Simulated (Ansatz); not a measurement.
**SiH₂Cl (doublet): correlated methods under varied settings at distance Cl1–H2 along a hydrogen transfer = 1.709 Å**

What do other methods and options give for SiH₂Cl (doublet) at this geometry, and how long do they take?

Computed with Ansatz 0.2.0, Gaussian basis. Level: the settings change from run to run.

8 further runs of the same task are left out: 8 that didn't finish.

## 1. The system

The geometry derives from fragments relaxed apart (PBE0/def2-TZVP) and kept rigid, so it is no stationary point. A hydrogen atom is moved between rigid fragments.

4 atoms, charge 0, spin multiplicity 2.

Atoms are counted from 1 here; the program's logs count them from 0.

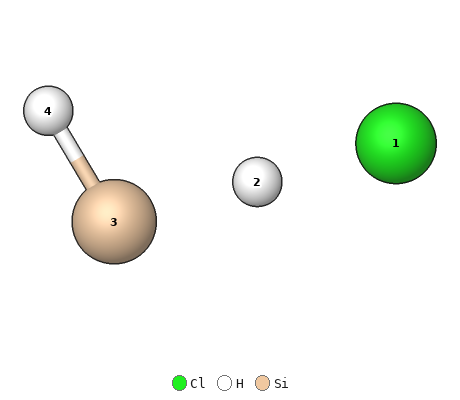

The geometry (chlorine green, hydrogen white, silicon light orange); atoms are numbered from 1 in the order of the file.

## 2. NEVPT2(7,5)/cc-pVDZ

in.yaml reads:

```yaml
crystal:
  periodic: [false, false, false]
  atoms:
    - {symbol: Cl, position_ang: [-1.573267, 0.022748, 0.000000]}
    - {symbol: H, position_ang: [0.135733, 0.022748, 0.000000]}
    - {symbol: Si, position_ang: [1.898733, 0.022748, 0.000000]}
    - {symbol: H, position_ang: [2.295167, -1.456765, 0.000000]}
basis:
  gaussian: {orbitals: cc-pVDZ, point_charges: [{charge: 1.00, position_ang: [6.918, 0.121, -0.549]}]}
magnetization: {spin_polarized: false, initial_magnetization: 1}
correlation: {method: sc_nevpt2, electrons: outside_noble_gas, active_space: {window: {electrons: 7, orbitals: 5}}}
scf: {lower_state_search: full}
```

Started as:

```
ansatz run in.yaml --threads 1 --pin off --events-out ev --progress --plain --max-ram 2393MiB
```

The program printed:

```text
Functional definition: HF
  name "HF"
  cite "Fock, Z. Phys. 61, 126 (1930) doi:10.1007/BF01340294"
  parent pbe
  exchange = exact_x
  correlation = 0
471 factors; integrals over basis functions are off by at most 1.5e-3 eV
mean field evaluation 1: about -20392.3372 eV, gradient 1.6e1 eV
mean field evaluation 2: about -20392.3554 eV, gradient 1.6e1 eV
mean field evaluation 4: about -20393.8926 eV, gradient 1.7e0 eV
mean field evaluation 8: about -20393.9477 eV, gradient 4.5e-1 eV
mean field evaluation 16: about -20393.9773 eV, gradient 1.6e-6 eV
mean field evaluation 32: about -20393.9732 eV, gradient 2.1e-1 eV
mean field evaluation 64: about -20393.9471 eV, gradient 6.8e-1 eV
mean field evaluation 96: about -20393.9686 eV, gradient 3.3e-1 eV
mean field evaluation 128: about -20393.8103 eV, gradient 1.0e0 eV
mean field evaluation 160: about -20393.9773 eV, gradient 1.1e-4 eV
mean field -20393.97732400 eV, -749.4648431226 hartree, gradient 2.7e-6 eV, S^2 0.750000; 12 other end points of the search recorded, 0 dependent functions left out
reference -20393.97732400 eV, -749.4648431226 hartree; 17, 16 occupied and 29, 30 virtual orbitals, 471 factors
state -20394.74458456 eV, -749.4930394283 hartree
state -20394.74458456 eV, -749.4930394283 hartree; corrected -20400.20821223 eV, -749.6938240418 hartree
Total energy: -20400.20821223 eV, -749.6938240418 hartree
```

It took 4.2 s on 1 thread of Intel Xeon Platinum 8375C at 2.90GHz, shared host.

From the report: 50 determinants; active occupations 2.00, 2.00, 1.95, 1.00, 0.05.

## 3. BCCD on ROHF/cc-pVDZ

in.yaml reads:

```yaml
crystal:
  periodic: [false, false, false]
  atoms:
    - {symbol: Cl, position_ang: [-1.573267, 0.022748, 0.000000]}
    - {symbol: H, position_ang: [0.135733, 0.022748, 0.000000]}
    - {symbol: Si, position_ang: [1.898733, 0.022748, 0.000000]}
    - {symbol: H, position_ang: [2.295167, -1.456765, 0.000000]}
basis:
  gaussian: {orbitals: cc-pVDZ, fitting: {mean_field: def2-universal-jkfit}}
magnetization: {spin_polarized: false, initial_magnetization: 1}
correlation: {method: bccd, electrons: outside_noble_gas}
scf: {omitted_lower_state_checks: [cluster_reference]}
```

Same command.

The program printed, cut to the lines that bear on the results:

```text
Functional definition: HF
  name "HF"
  cite "Fock, Z. Phys. 61, 126 (1930) doi:10.1007/BF01340294"
  parent pbe
[...]
292 factors; integrals over basis functions are off by at most 4.0e-1 eV
[...]
mean field -20394.17972571 eV, -749.4722812485 hartree, gradient 2.0e-6 eV, S^2 0.750000; 14 other end points of the search recorded, 0 dependent functions left out
10 core orbitals not correlated: weight in the atoms' cores, before any rotation towards them, 1.000 or more for the frozen orbitals, at most 0.000 for the correlated occupied ones
reference -20394.17972571 eV, -749.4722812485 hartree; 7, 6 occupied and 29, 30 virtual orbitals, 292 factors
second order -6.16926296 eV of doubles, -0.12376613 eV of singles
cycle   1  -7.01810949 eV  change   -7.2e-1 eV  update   7.4e-2
[...]
cycle  14  -7.30955379 eV  change   -9.4e-6 eV  update   8.3e-6
Total energy: -20401.48927950 eV, -749.7409023956 hartree
Checks for a lower state left out: cluster_reference
```

Wall time 3.7 s (1 thread of Intel Xeon Platinum 8375C at 2.90GHz, shared host).

From the report: correlation -7.3096 eV; largest double amplitude 0.06.

## 4. CCSD on UHF/STO-3G

in.yaml reads:

```yaml
crystal:
  periodic: [false, false, false]
  atoms:
    - {symbol: Cl, position_ang: [-1.573267, 0.022748, 0.000000]}
    - {symbol: H, position_ang: [0.135733, 0.022748, 0.000000]}
    - {symbol: Si, position_ang: [1.898733, 0.022748, 0.000000]}
    - {symbol: H, position_ang: [2.295167, -1.456765, 0.000000]}
basis:
  gaussian: {orbitals: STO-3G}
magnetization: {spin_polarized: true, initial_magnetization: 1}
correlation: {method: ccsd, electrons: all}
accuracy: high
scf: {omitted_lower_state_checks: [cluster_reference]}
```

Same command.

The program printed, cut to the lines that bear on the results:

```text
Functional definition: HF
  name "HF"
  cite "Fock, Z. Phys. 61, 126 (1930) doi:10.1007/BF01340294"
  parent pbe
[...]
315 factors; integrals over basis functions are off by at most 8.7e-9 eV
[...]
mean field -20168.99515912 eV, -741.1969010617 hartree, gradient 1.4e-8 eV, S^2 0.791317; 9 other end points of the search recorded, 0 dependent functions left out
reference -20168.99515912 eV, -741.1969010617 hartree; 17, 16 occupied and 3, 4 virtual orbitals, 315 factors
second order -1.06942351 eV of doubles, -0.00000000 eV of singles
cycle   1  -1.40962359 eV  change   -3.4e-1 eV  update   6.3e-2
[...]
cycle  25  -1.68895170 eV  change   -2.4e-9 eV  update   2.5e-9
Total energy: -20170.68411082 eV, -741.2589688920 hartree
Checks for a lower state left out: cluster_reference
```

It took 1.2 s on 1 thread of Intel Xeon Platinum 8375C at 2.90GHz, shared host.

From the report: ⟨S²⟩ of the determinant 0.791 (pure doublet: 0.75); correlation -1.6890 eV; T1 0.008; largest double amplitude 0.09.

## 5. BCCD(T) on UHF/cc-pVDZ

in.yaml, as its differences from that of step 4:

```diff
@@ -8,6 +8,4 @@
 basis:
-  gaussian: {orbitals: STO-3G}
+  gaussian: {orbitals: cc-pVDZ}
 magnetization: {spin_polarized: true, initial_magnetization: 1}
-correlation: {method: ccsd, electrons: all}
-accuracy: high
-scf: {omitted_lower_state_checks: [cluster_reference]}
+correlation: {method: bccd_t, electrons: outside_noble_gas, diis_vectors: 1}
```

Same command.

The program printed, cut to the lines that bear on the results:

```text
Functional definition: HF
  name "HF"
  cite "Fock, Z. Phys. 61, 126 (1930) doi:10.1007/BF01340294"
  parent pbe
[...]
471 factors; integrals over basis functions are off by at most 1.5e-3 eV
[...]
mean field -20394.49504053 eV, -749.4838688542 hartree, gradient 2.4e-6 eV, S^2 0.999280; 24 other end points of the search recorded, 0 dependent functions left out
determinant -20394.49504053 eV, -749.4838688542 hartree, with singles and doubles -20401.45932733 eV, -749.7398016736 hartree
determinant -20394.01383464 eV, -749.4661848639 hartree, with singles and doubles -20400.71139975 eV, -749.7123158421 hartree
determinant -20393.75679439 eV, -749.4567388089 hartree, with singles and doubles -20400.99274146 eV, -749.7226549592 hartree
determinant -20392.78537709 eV, -749.4210398816 hartree, with singles and doubles -20399.36090742 eV, -749.6626861644 hartree
[...]
determinant -20391.96800950 eV, -749.3910021768 hartree, with singles and doubles -20398.49267229 eV, -749.6307791116 hartree
determinant -20394.49504053 eV, -749.4838688542 hartree, with singles and doubles -20401.49699608 eV, -749.7411859747 hartree
determinant -20393.75679439 eV, -749.4567388089 hartree, with singles and doubles -20401.43067596 eV, -749.7387487553 hartree
10 core orbitals not correlated: weight in the atoms' cores, before any rotation towards them, 1.000 or more for the frozen orbitals, at most 0.000 for the correlated occupied ones
reference -20394.49504053 eV, -749.4838688542 hartree; 7, 6 occupied and 29, 30 virtual orbitals, 471 factors
second order -5.77205555 eV of doubles, -0.00000000 eV of singles
cycle   1  -7.03514001 eV  change   -3.3e-2 eV  update   2.6e-2
[...]
cycle  74  -6.99659864 eV  change    8.5e-8 eV  update   6.9e-6
perturbative correction -0.16938507 eV, -0.0062247864 hartree
Total energy: -20401.66102424 eV, -749.7472138982 hartree
```

Wall time 24 s (1 thread of Intel Xeon Platinum 8375C at 2.90GHz, shared host).

From the report: ⟨S²⟩ of the determinant 0.999 (pure doublet: 0.75); correlation -7.1660 eV; largest double amplitude 0.06.

## 6. All runs side by side

Where basis and cores are those of an earlier UCCSDT(Q)/cc-pVDZ run (-20401.7074 eV), and the state is the same kind, the miss against it is given.

| level | correlated | functions | energy (eV) | from UCCSDT(Q) (meV) | time |
| --- | --- | --- | --- | --- | --- |
| NEVPT2(7,5)/cc-pVDZ (beside a point charge) | outside noble gas | 46 | -20400.2082 |  | 4.2 s |
| BCCD on ROHF/cc-pVDZ | outside noble gas | 46 | -20401.4893 | 218.1 | 3.7 s |
| CCSD on UHF/STO-3G | all | 20 | -20170.6841 |  | 1.2 s |
| BCCD(T) on UHF/cc-pVDZ | outside noble gas | 46 | -20401.6610 | 46.3 | 24 s |

## 7. What came out

```
quantity                         value
    runs                             4
quickest     CCSD on UHF/STO-3G, 1.2 s
 slowest  BCCD(T) on UHF/cc-pVDZ, 24 s
```

In words: Total energies in different bases, with other cores or another treatment of relativity can't be set against each other. BCCD(T) on UHF/cc-pVDZ took 19 times as long as CCSD on UHF/STO-3G; the jobs differ in more than the method. Among the correlated runs with a miss given, it spans +46 to +218 meV.
